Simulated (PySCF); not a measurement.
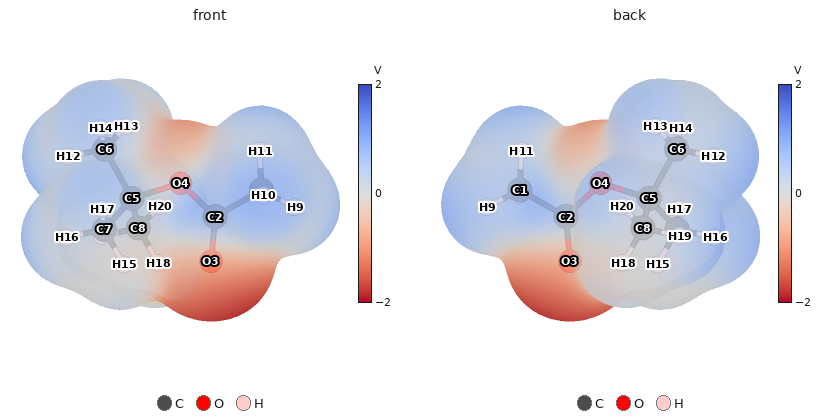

*C₆H₁₂O₂ (tert-butyl acetate). The molecular electrostatic potential painted on the density surface at 0.002 e/bohr³, seen from the front and from behind; red is negative and blue positive.*

Geometry: GFN2-xTB.

Computed with PBE0/pcSseg-1, SCF density, gas phase, non-relativistic in PySCF 2.14.0.

```xyz
20

C     2.9634    0.0418   -0.3310
C     1.5898   -0.4713    0.0349
O     1.3945   -1.4950    0.6375
O     0.6560    0.3718   -0.3948
C    -0.7558    0.1332   -0.1549
C    -1.4532    1.3299   -0.8024
C    -1.0343    0.0993    1.3474
C    -1.1903   -1.1688   -0.8263
H     3.5570   -0.7741   -0.7343
H     3.4510    0.4004    0.5733
H     2.8863    0.8521   -1.0486
H    -2.5298    1.2323   -0.6994
H    -1.2006    1.3830   -1.8581
H    -1.1333    2.2518   -0.3242
H    -0.5425   -0.7553    1.8036
H    -2.1040    0.0237    1.5201
H    -0.6656    1.0096    1.8159
H    -0.6882   -2.0158   -0.3674
H    -2.2641   -1.2937   -0.7186
H    -0.9413   -1.1444   -1.8853
```

Describe the electrostatic potential map.

The most negative region (about −1.8 V) lies over O3, the most positive (about +0.8 V) over H10 and H12. O3 is the likeliest acceptor of a hydrogen bond.

What dipole moment does the calculation give?

Its dipole moment is 1.91 D.
